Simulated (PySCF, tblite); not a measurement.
# C5H8BFO2: geometry, infrared bands and NMR shifts

Aim: predict the infrared bands and NMR shifts of C5H8BFO2 (`O=C1CCOB(F)CC1`).

Computed with tblite 0.8.0 and PySCF 2.14.0, with density-fitted response routines of our own, on a single molecule in the gas phase. Atoms count from 0, in the outputs and in this text.

### Step 1. Starting geometry

17 atoms, charge 0, multiplicity 1; geometry from: force field or distance geometry start.

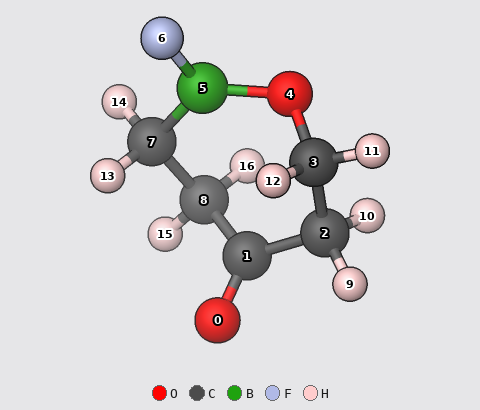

The starting geometry (oxygen red, carbon dark grey, boron green, fluorine light blue, hydrogen pink), atoms numbered.

### Step 2. Optimising the geometry with GFN2-xTB

What the job is given:

```
{"job": {"kind": "relax", "xc": "GFN2-xTB", "basis": "xTB"}, "charge": 0, "multiplicity": 1}
O     -0.654800    -1.777600     1.508200
C     -0.447400    -1.218000     0.432000
C      0.906500    -1.393800    -0.222300
C      1.694100    -0.070600    -0.234700
O      1.051300     0.897300    -1.015600
B      0.142700     1.717700    -0.193900
F      0.590600     3.007800     0.291500
C     -1.265600     1.145700     0.277900
C     -1.479800    -0.317700    -0.159400
H      1.482500    -2.172100     0.307500
H      0.741800    -1.734800    -1.273400
H      2.679700    -0.290600    -0.685200
H      1.911300     0.253200     0.829700
H     -1.333600     1.208900     1.377900
H     -2.074500     1.785300    -0.159700
H     -2.498000    -0.644100     0.176200
H     -1.453900    -0.384700    -1.266600
```

Launch:

```bash
$ OMP_NUM_THREADS=1 python probes_run.py task.json out
```

The driver reads the jobs from task.json and runs them one after another.

The program printed:

```text
step      E/eV     max force
  0    -787.12897    3.240
  1    -787.46633    2.571
  2    -787.58312    1.955
  3    -787.66487    0.883
  4    -787.70322    0.531
  5    -787.72706    0.330
  6    -787.74147    0.383
  7    -787.75908    0.501
  8    -787.78274    0.593
  9    -787.81941    0.584
 10    -787.86602    0.922
 11    -787.92192    0.947
 12    -787.99625    0.658
 13    -788.05119    0.529
 14    -788.09175    0.582
 15    -788.11271    0.457
 16    -788.12603    0.455
 17    -788.14130    0.305
 18    -788.15521    0.276
 19    -788.17055    0.257
 20    -788.18039    0.277
 21    -788.19162    0.240
 22    -788.19993    0.172
 23    -788.20634    0.171
 24    -788.21072    0.135
 25    -788.21410    0.130
 26    -788.21678    0.111
 27    -788.21902    0.118
 28    -788.22086    0.119
 29    -788.22254    0.125
 30    -788.22442    0.137
 31    -788.22690    0.143
 32    -788.23035    0.155
 33    -788.23497    0.167
 34    -788.24056    0.188
 35    -788.24645    0.200
 36    -788.25207    0.197
 37    -788.25747    0.183
 38    -788.26254    0.176
 39    -788.26710    0.213
 40    -788.27095    0.131
 41    -788.27374    0.096
 42    -788.27508    0.086
 43    -788.27637    0.089
 44    -788.27748    0.082
 45    -788.27874    0.103
 46    -788.28002    0.107
 47    -788.28131    0.096
 48    -788.28238    0.079
 49    -788.28321    0.079
 50    -788.28427    0.090
 51    -788.28535    0.094
 52    -788.28639    0.081
 53    -788.28743    0.088
 54    -788.28850    0.091
 55    -788.28953    0.079
 56    -788.29052    0.082
 57    -788.29154    0.075
 58    -788.29260    0.072
 59    -788.29359    0.061
 60    -788.29430    0.057
 61    -788.29472    0.049
 62    -788.29499    0.048
 63    -788.29523    0.040
 64    -788.29546    0.038
 65    -788.29567    0.034
 66    -788.29581    0.026
 67    -788.29589    0.020
 68    -788.29594    0.020
 69    -788.29600    0.020
 70    -788.29608    0.023
 71    -788.29618    0.022
 72    -788.29628    0.028
 73    -788.29638    0.029
 74    -788.29648    0.023
 75    -788.29658    0.026
 76    -788.29668    0.027
 77    -788.29680    0.030
 78    -788.29693    0.027
 79    -788.29707    0.027
 80    -788.29719    0.024
 81    -788.29731    0.030
 82    -788.29744    0.034
 83    -788.29759    0.030
 84    -788.29777    0.036
 85    -788.29798    0.042
 86    -788.29826    0.044
 87    -788.29866    0.055
 88    -788.29910    0.052
 89    -788.29945    0.046
 90    -788.29967    0.032
 91    -788.29983    0.048
 92    -788.29999    0.030
 93    -788.30013    0.020
 94    -788.30020    0.021
 95    -788.30024    0.020
 96    -788.30028    0.019
 97    -788.30031    0.013
 98    -788.30033    0.008
```

It took 0.47 s on 1 thread of Arm Neoverse V2, shared host.

Along the way: (not every step is listed)

| step | energy from step 0 (eV) | largest force (eV/Å) |
| --- | --- | --- |
| 0 | 0.0000 | 3.2397 |
| 1 | -0.3374 | 2.5714 |
| 2 | -0.4542 | 1.9555 |
| 3 | -0.5359 | 0.8825 |
| 4 | -0.5743 | 0.5309 |
| 5 | -0.5981 | 0.3299 |
| 6 | -0.6125 | 0.3834 |
| 7 | -0.6301 | 0.5009 |
| 8 | -0.6538 | 0.5928 |
| 16 | -0.9971 | 0.4546 |
| 24 | -1.0818 | 0.1349 |
| 32 | -1.1014 | 0.1554 |
| 40 | -1.1420 | 0.1305 |
| 48 | -1.1534 | 0.0795 |
| 56 | -1.1616 | 0.0821 |
| 64 | -1.1665 | 0.0379 |
| 72 | -1.1673 | 0.0283 |
| 80 | -1.1682 | 0.0241 |
| 88 | -1.1701 | 0.0517 |
| 93 | -1.1712 | 0.0203 |
| 94 | -1.1712 | 0.0205 |
| 95 | -1.1713 | 0.0197 |
| 96 | -1.1713 | 0.0195 |
| 97 | -1.1713 | 0.0135 |
| 98 | -1.1714 | 0.0079 |

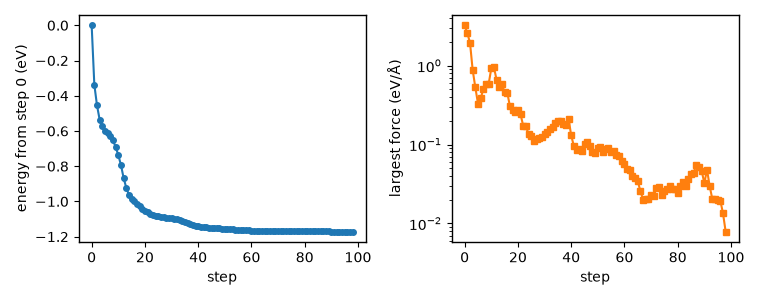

Energy and largest force along the relaxation.

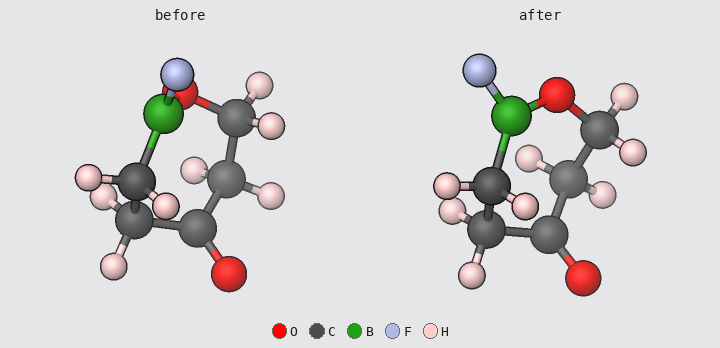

Before and after, at one scale.

Close pairs (by a distance rule), those that changed most:

| bond | before (Å) | after (Å) | change (Å) |
| --- | --- | --- | --- |
| O4–B5 | 1.474 | 1.330 | -0.144 |
| B5–F6 | 1.449 | 1.337 | -0.112 |
| C3–H12 | 1.134 | 1.097 | -0.037 |
| C7–H14 | 1.120 | 1.090 | -0.030 |
| C8–H15 | 1.121 | 1.091 | -0.029 |
| C2–H10 | 1.117 | 1.090 | -0.028 |
| O0–C1 | 1.231 | 1.205 | -0.026 |
| C8–H16 | 1.110 | 1.090 | -0.019 |

The next job starts from the end point, and lists it.

### Step 3. Vibrational analysis with GFN2-xTB

What the job is given:

```
{"job": {"kind": "ir", "xc": "GFN2-xTB", "basis": "xTB"}, "charge": 0, "multiplicity": 1}
O     -0.540039    -1.901258     1.443043
C     -0.437304    -1.262176     0.426937
C      0.842120    -1.271907    -0.389720
C      1.766514    -0.134639     0.069865
O      1.379329     1.130303    -0.406621
B      0.174276     1.689716    -0.337073
F      0.134385     2.915127    -0.871448
C     -1.173657     1.112695     0.302331
C     -1.523054    -0.342810    -0.072478
H      1.357210    -2.217762    -0.217380
H      0.633959    -1.152535    -1.452693
H      2.775651    -0.304508    -0.318505
H      1.808868    -0.117510     1.165660
H     -1.105436     1.170758     1.392371
H     -2.010032     1.748402     0.009870
H     -2.466086    -0.621643     0.400708
H     -1.623702    -0.428222    -1.154776
```

The program printed:

```text
mode    cm-1     km/mol
  1      47.2      9.75
  2     115.5      4.24
  3     130.5      0.37
  4     219.7      4.17
  5     252.0      1.39
  6     330.8      3.10
  7     358.7      5.36
  8     404.2      8.53
  9     484.1     18.30
 10     508.4      7.15
 11     567.3     22.28
 12     684.3     23.54
 13     694.6      2.45
 14     778.0     27.49
 15     833.2      1.03
 16     915.2      8.56
 17     947.5     22.21
 18     972.5     19.29
 19    1024.1     11.28
 20    1050.0     12.04
 21    1075.3     53.25
 22    1096.7      9.54
 23    1127.8     98.81
 24    1162.3     36.51
 25    1200.0    167.87
 26    1206.0     34.45
 27    1232.3     37.75
 28    1271.8     31.20
 29    1288.2     25.71
 30    1308.5    139.98
 31    1317.2    129.86
 32    1363.6    301.21
 33    1440.9      3.24
 34    1465.7      6.92
 35    1469.8      8.75
 36    1472.3      7.53
 37    1770.2    316.49
 38    2913.5     22.23
 39    2945.9     21.54
 40    2963.6     12.88
 41    2992.5     22.20
 42    2994.2     15.61
 43    3003.2      4.53
 44    3005.8     31.90
 45    3009.6     30.92
```

It took 0.4 s on 1 thread of Arm Neoverse V2, shared host.

Which atoms move in the most intense modes:

| cm⁻¹ | km/mol | atoms |
| --- | --- | --- |
| 1075 | 53.2 | C3 34 %, O4 14 %, C2 13 % |
| 1128 | 98.8 | H14 26 %, C1 15 %, B5 12 % |
| 1200 | 167.9 | B5 41 %, H13 15 %, F6 12 % |
| 1232 | 37.8 | H9 31 %, H11 18 %, H12 18 % |
| 1308 | 140.0 | H11 28 %, C3 13 %, B5 11 % |
| 1317 | 129.9 | H14 29 %, H15 16 %, C7 13 %, C8 12 % |
| 1364 | 301.2 | B5 34 %, O4 28 %, H11 19 %, H12 12 % |
| 1770 | 316.5 | C1 61 %, O0 37 % |

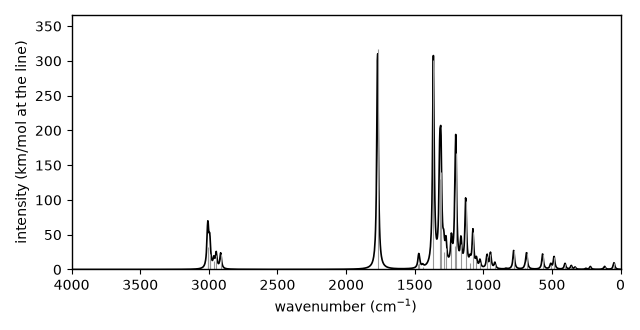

The infrared spectrum from these modes, unscaled. Lines are broadened to a width of 14 cm⁻¹ (Lorentzian).

### Step 4. NMR shieldings: PBE0/pcSseg-1

The job, as its differences from that of step 3:

```diff
@@ -1,2 +1,2 @@
-{"job": {"kind": "ir", "xc": "GFN2-xTB", "basis": "xTB"}, "charge": 0, "multiplicity": 1}
+{"job": {"kind": "nmr", "xc": "PBE0", "basis": "pcSseg-1"}, "charge": 0, "multiplicity": 1}
 O     -0.540039    -1.901258     1.443043
```

Level: GIAO PBE0/pcSseg-1 NMR shielding, non-relativistic, gas phase.

The program printed:

```text
coarse grid: 14736 points
cycle   1  E = -469.7640927015  dE =  1.397e+00  |g| = 1.017e+00  |ddm| = 3.645e+00
cycle   2  E = -469.3266830412  dE =  4.374e-01  |g| = 1.849e+00  |ddm| = 2.372e+00
cycle   3  E = -469.9419876697  dE = -6.153e-01  |g| = 2.643e-01  |ddm| = 1.835e+00
cycle   4  E = -469.9553329469  dE = -1.335e-02  |g| = 7.984e-02  |ddm| = 2.313e-01
cycle   5  E = -469.9562907982  dE = -9.579e-04  |g| = 2.524e-02  |ddm| = 6.348e-02
cycle   6  E = -469.9564120538  dE = -1.213e-04  |g| = 6.970e-03  |ddm| = 2.002e-02
cycle   7  E = -469.9564203055  dE = -8.252e-06  |g| = 1.995e-03  |ddm| = 5.117e-03
final grid: 144248 points
cycle   8  E = -470.0353576366  dE = -3.994e-05  |g| = 1.646e-02  |ddm| = 3.184e-02
cycle   9  E = -470.0352409839  dE =  1.167e-04  |g| = 3.012e-02  |ddm| = 2.968e-02
cycle  10  E = -470.0354061495  dE = -1.652e-04  |g| = 2.927e-03  |ddm| = 2.112e-02
cycle  11  E = -470.0354076880  dE = -1.538e-06  |g| = 4.829e-04  |ddm| = 2.110e-03
cycle  12  E = -470.0354077222  dE = -3.422e-08  |g| = 2.024e-04  |ddm| = 4.368e-04
cycle  13  E = -470.0354077305  dE = -8.294e-09  |g| = 3.873e-05  |ddm| = 1.694e-04
cycle  14  E = -470.0354077308  dE = -3.195e-10  |g| = 9.438e-06  |ddm| = 3.959e-05
converged SCF energy = -470.0354077308

GIAO shielding tensors (ppm)
atom      isotropic    diamagn.    paramagn.     s11        s22        s33       span
  0 O     -332.280     399.284    -731.564   -904.021   -415.771    322.953   1226.974
  1 C      -29.143     250.157    -279.299   -116.998    -71.396    100.965    217.963
  2 C      135.494     253.810    -118.317    122.198    132.271    152.011     29.813
  3 C      118.298     243.664    -125.367     90.684    108.516    155.693     65.008
  4 O      174.337     392.480    -218.143     18.039    201.756    303.217    285.179
  5 B       70.613     192.317    -121.703     43.806     81.168     86.867     43.060
  6 F      242.311     466.729    -224.419     80.256    281.553    365.123    284.868
  7 C      175.726     253.387     -77.661    168.620    177.241    181.317     12.696
  8 C      143.425     251.804    -108.378    126.052    127.375    176.849     50.797
  9 H       29.355      30.318      -0.964     25.940     27.639     34.484      8.544
 10 H       29.010      31.678      -2.668     26.411     28.771     31.849      5.439
 11 H       27.219      27.917      -0.698     21.920     27.185     32.553     10.633
 12 H       27.530      29.705      -2.175     23.612     26.554     32.424      8.813
 13 H       30.921      31.153      -0.232     26.917     28.772     37.074     10.157
 14 H       30.323      29.863       0.460     25.459     28.659     36.850     11.391
 15 H       29.282      30.555      -1.273     25.515     27.576     34.755      9.240
 16 H       29.296      31.727      -2.431     26.433     28.188     33.267      6.834
```

Run time: 23 s. Hardware: 1 thread of Arm Neoverse V2, shared host; peak memory 0.86 GiB.

The references, computed at this level on geometries of the same kind, shield at (ppm): ¹H TMS 31.72, ¹³C TMS 186.9, ¹⁹F CFCl3 170.9, ¹⁷O H2O 336.1, ¹¹B BF3·OEt2 100.1. Their shielding less the atom's gives the shift. The references are single molecules in the gas phase, so shifts against H2O, NH3, PH3, H3PO4 or CFCl3 are not on the usual liquid scales and can be off by tens of ppm. Atoms listed in one row are averaged.

| atoms | environment | σ (ppm) | δ (ppm) | δ scaled to CDCl3 |
| --- | --- | --- | --- | --- |
| C1 | ketone carbonyl carbon | -29.1 | 216.1 | 209.0 |
| C3 | sp3 CH2 bonded to O | 118.3 | 68.6 | 65.1 |
| C2 | sp3 CH2 α to a carbonyl | 135.5 | 51.4 | 48.3 |
| C8 | sp3 CH2 α to a carbonyl | 143.4 | 43.5 | 40.5 |
| C7 | sp3 CH2 bonded to B | 175.7 | 11.2 | 9.0 |
| H11, H12 | hydrogen on an sp3 CH2 bonded to O | 27.37 | 4.34 | 4.20 |
| H9, H10 | hydrogen on an sp3 CH2 α to a carbonyl | 29.18 | 2.53 | 2.49 |
| H15, H16 | hydrogen on an sp3 CH2 α to a carbonyl | 29.29 | 2.43 | 2.39 |
| H13, H14 | hydrogen on an sp3 CH2 bonded to B | 30.62 | 1.10 | 1.14 |
| O0 | ketone oxygen | -332.3 | 668.4 | – |
| O4 | oxygen bonded to C, B, in a 7-membered ring | 174.3 | 161.7 | – |
| B5 | boron bonded to C, F, O, in a 7-membered ring | 70.6 | 29.5 | – |
| F6 | fluorine bonded to B | 242.3 | -71.4 | – |

The scaled column applies a straight-line fit of computed shieldings to shifts measured in CDCl3, and one for carbons that bear F (root-mean-square error 0.16 ppm for H, 1.9 ppm for C).

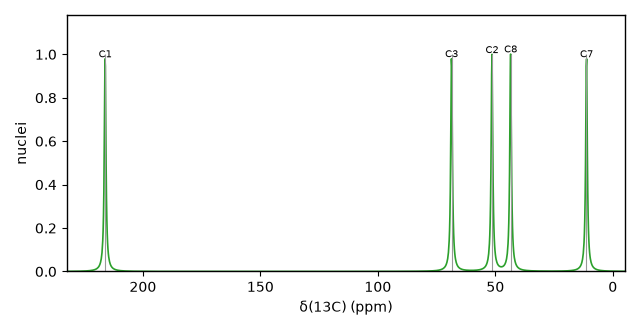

¹³C lines at the computed shifts, without couplings. Lines are broadened to a width of 0.82 ppm (Lorentzian).

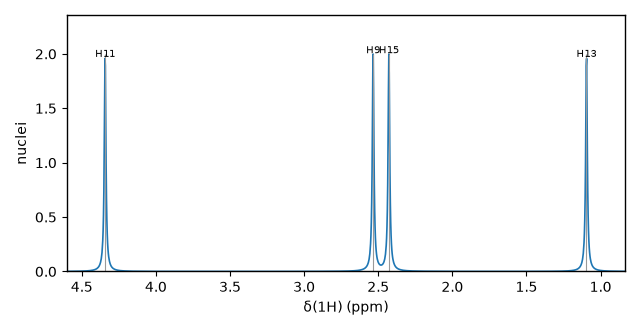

¹H lines at the computed shifts, without couplings. Lines are broadened to a width of 0.01 ppm (Lorentzian).

The run also stored atomic charges by several schemes (e):

| atoms | Mulliken | IAO | Hirshfeld | ESP fit |
| --- | --- | --- | --- | --- |
| O0 | -0.35 | -0.41 | -0.24 | -0.46 |
| C1 | 0.17 | 0.39 | 0.17 | 0.44 |
| C2 | -0.25 | -0.34 | -0.08 | -0.29 |
| C3 | 0.09 | -0.04 | 0.03 | 0.19 |
| O4 | -0.47 | -0.38 | -0.17 | -0.48 |
| B5 | 0.67 | 0.60 | 0.27 | 0.65 |
| F6 | -0.30 | -0.33 | -0.16 | -0.34 |
| C7 | -0.49 | -0.45 | -0.14 | -0.13 |
| C8 | -0.20 | -0.30 | -0.08 | -0.07 |

Mulliken charges:

O0 -0.35; C1 0.17; C2 -0.25; C3 0.09; O4 -0.47; B5 0.67; F6 -0.30; C7 -0.49; C8 -0.20; H9 0.15; H10 0.14; H11 0.14; H12 0.13; H13 0.15; H14 0.15; H15 0.14; H16 0.13

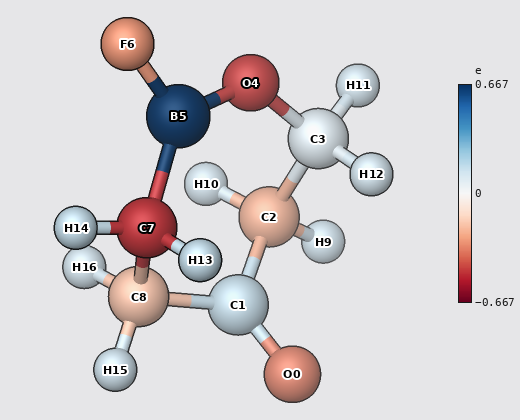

Mulliken charges, as colours on the atoms.

Mayer bond orders: O0–C1 2.02, C1–C2 0.96, C2–C3 1.03, C3–O4 0.86, O4–B5 1.22, B5–F6 1.11, B5–C7 0.96, C7–C8 1.03, C8–C1 0.97.

Ring of atoms C1, C2, C3, O4, B5, C7, C8: NICS(0) -1.3, NICS(1) -1.4, NICS(1)zz 2.0 ppm (means of both faces).

### Step 5. Summary of results

| quantity | value |
| --- | --- |
| strongest single infrared mode (GFN2-xTB) | 1770 cm⁻¹, 316 km/mol |
| zero-point energy (GFN2-xTB) | 82.1 kcal/mol |
| ¹³C shifts against TMS (PBE0/pcSseg-1) | 216.1, 68.6, 51.4, 43.5, 11.2 ppm |
| ¹H shifts against TMS (PBE0/pcSseg-1, means over atoms taken as alike) | 4.34, 2.53, 2.43, 1.10 ppm |
| ¹⁷O shifts against H2O (PBE0/pcSseg-1) | 668.4, 161.7 ppm |
| ¹¹B shifts against BF3·OEt2 (PBE0/pcSseg-1) | 29.5 ppm |
| ¹⁹F shifts against CFCl3 (PBE0/pcSseg-1) | -71.4 ppm |

What this shows: Over 98 steps the energy fell by 1.171 eV; of the close pairs, O4–B5 changed most, 1.474 to 1.330 Å. All 45 modes are real, so the xTB geometry is a minimum. The strongest single mode, at 1770 cm⁻¹, moves mainly C1 and O0. GFN2-xTB is a fitted tight-binding method: band positions and strengths are rough. Its intensities can rank the bands wrongly. The most deshielded carbon is C1 (ketone carbonyl carbon), at 216.1 ppm: the double bond to the heteroatom, with no lone-pair donor beside it, deshields it most. The most deshielded hydrogen is H11, H12 (mean) (hydrogen on an sp3 CH2 bonded to O), at 4.34 ppm: its carbon carries O, an electronegative neighbour. At PBE0/pcSseg-1: The widest tensor belongs to O0: span 1227 ppm, with a paramagnetic part of -732 ppm.
